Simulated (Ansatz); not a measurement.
```xyz
8

C    -1.0121   -0.0267    0.3948
Mo    0.9344    0.0079   -0.3699
O     1.7548   -1.1960    0.4456
O     0.7928   -0.4456   -1.9704
F     1.6688    1.6855   -0.1414
H    -1.4614   -1.0128    0.2633
H    -0.9742    0.2136    1.4612
H    -1.6108    0.7169   -0.1390
```

Geometry: PBE0-D4/def2-TZVP; core potentials replace the inner electrons of Mo.

Theory: RKS PBE0-D4/def2-TZVPP (Ansatz).

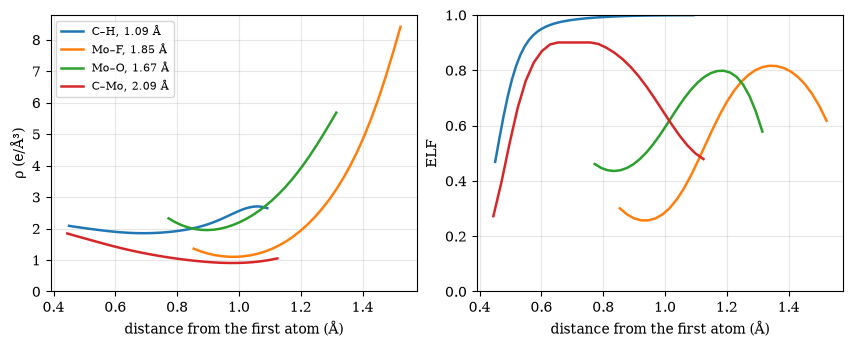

CH3FMoO2 (SMILES [CH3][Mo](=[O])(=[O])[F]). Electron density and ELF along straight lines between neighbouring atoms. The curves leave out the atomic cores.

> Compare the contacts.

C–H (1.09 Å): ρ at the midpoint is about 2 e/Å³; the ELF climbs to about 1 towards the hydrogen, as it does in any bond to H: a covalent bond by its length.
Mo–F (1.85 Å): ρ is about 1.2 e/Å³ halfway; the ELF peaks at about 0.80 in the valence shell of F, 0.5 Å from its nucleus, and drops to about 0.25 between the two atoms.
Mo–O (1.67 Å): the density is about 2 e/Å³ at the midpoint; the ELF peaks at about 0.80 in the valence shell of O, 0.5 Å from its nucleus, and drops to about 0.45 between the two atoms.
C–Mo (2.09 Å): the density is about 0.93 e/Å³ at the midpoint; the ELF peaks at about 0.90 in the valence shell of C, 0.7 Å from its nucleus, and is about 0.55 at the midpoint.
